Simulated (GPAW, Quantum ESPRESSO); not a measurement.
The N K edge of atom 5 in InCo3N (Pm-3m), with 6 Co at 1.91 Å (octahedral, site symmetry m-3m), was computed in 2 ways: excited-electron core hole (neutral cell) and no core hole. Program and functional: Quantum ESPRESSO XSpectra, LDA, Lorentzian half width 0.3 eV up to 4 eV, rising linearly to 2.5 eV at 25 eV; cells of 5 and 10 atoms (the run without a hole in the smaller).

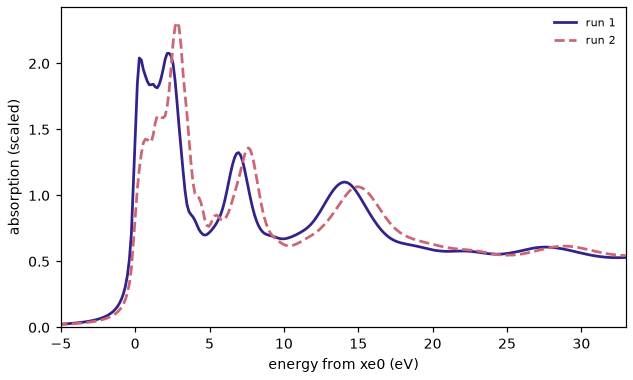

Each run is counted from its own lowest empty level or Fermi level and scaled to a mean of 1 over its first 20 eV.

Q: Which run is which?

Run 1: excited-electron core hole (neutral cell) (area from −2 to 6 eV 8.9, main maxima 0.3 eV (2.04), 2.3 eV (2.08), 7.0 eV (1.32) and 14.0 eV (1.10)). Run 2: no core hole (area from −2 to 6 eV 8.6, main maxima 2.8 eV (2.31), 7.6 eV (1.36) and 15.0 eV (1.07)). With each curve scaled to its own mean, the area from −2 to 6 eV with the hole is 8.9 against 8.6, and the centre of weight from −1 to 20 eV moves by -0.3 eV (first and strongest maxima below 20 eV: 2.8 eV (2.31), 7.6 eV (1.36) and 15.0 eV (1.07) without the hole, 0.3 eV (2.04), 2.3 eV (2.08) and 7.0 eV (1.32) with it); the shape changes all the same, by 24 % r.m.s.

[Hosts, paths, dates, database ids (printed as entryN), source tags and the programs' standing remarks are cut or masked in the printed files.]

[Lists of maxima count a maximum above −3 eV only where it reaches 4 % of the highest in the window and stands out from its surroundings by 2 % of it (1.5 % where it reaches 55 %); shoulders and weaker maxima are passed over, and of the rest the first, up to two pre-edge ones and the few strongest are named.]
